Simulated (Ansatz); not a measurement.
Two G0W0 runs on CsSnI3 (Pm-3m).

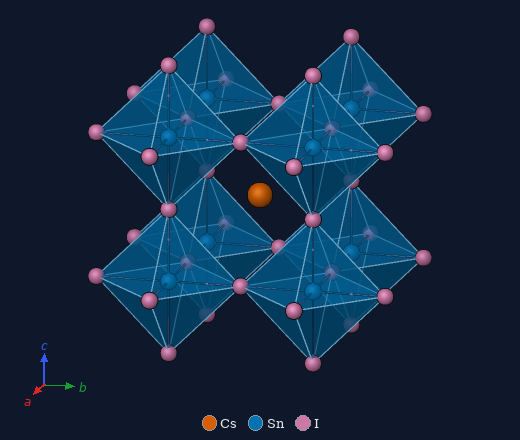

The structure (caesium orange, tin blue, iodine pink). Some periodic images of atoms are drawn too.

```cif
data_structure
_symmetry_space_group_name_H-M 'P 1'
_symmetry_Int_Tables_number 1
_cell_length_a 6.2862
_cell_length_b 6.2862
_cell_length_c 6.2862
_cell_angle_alpha 90.000
_cell_angle_beta 90.000
_cell_angle_gamma 90.000
_cell_volume 248.41
loop_
_atom_site_label
_atom_site_type_symbol
_atom_site_fract_x
_atom_site_fract_y
_atom_site_fract_z
_atom_site_occupancy
Cs1 Cs 0.50000 0.50000 0.50000 1
Sn2 Sn 0.00000 0.00000 0.00000 1
I3 I 0.50000 0.00000 0.00000 1
I4 I 0.00000 0.00000 0.50000 1
I5 I 0.00000 0.50000 0.00000 1
```

The cell and positions are those that the Materials Project relaxed with its own functionals (PBE, PBE+U or r2SCAN), kept fixed. Spin-orbit coupling is left out unless a run names it.

The first (Ansatz 0.2.0; start PBE, 2×2×2 mesh, 564 empty bands, screening to 100 eV, norm-conserving files; 1 × NVIDIA H100 80GB HBM3 (shared by 6 runs) with 3 threads of AMD EPYC 7R13 (Zen 3), shared host) gave, on its mesh: starting gap 0.40 eV, G0W0 gap 0.83 eV, RPA ε∞ (mean) 175.47, 15 s.

Q: The second changes start from PBE to LDA and files from norm-conserving to PAW set soft_1. What does it give?

It gave: starting gap 0.35 eV, G0W0 gap 0.90 eV, RPA ε∞ (mean) 250.99, 9.9 s. The G0W0 gap moves by +0.06 eV, −0.05 eV from the start and +0.12 eV from the correction. Σc changes by −0.10 eV at the valence top and −0.13 eV at the conduction bottom, and Σx − Vxc between them by +0.15 eV.

Limits: not at the basis limit; screening runs away on this mesh; no spin-orbit coupling; coarse k mesh.

[Paths, hosts, dates, memory and timing lines, banners, echoed tables and standing remarks are left out of the program output.]

[Logs are printed without paths, hosts, clocks, repeated set-up lines and the standing remarks that a program may print on its own settings, such as how far it seeks lower states.]

[Runs of the session that timed out or met a known fault of the program may be left out.]

[Cells called generated may have been cut or substituted from an entry of the Crystallography Open Database or the Materials Project.]

[Hosts, paths, dates, database ids (printed as entryN), source tags and the programs' standing remarks are cut or masked in the printed files.]
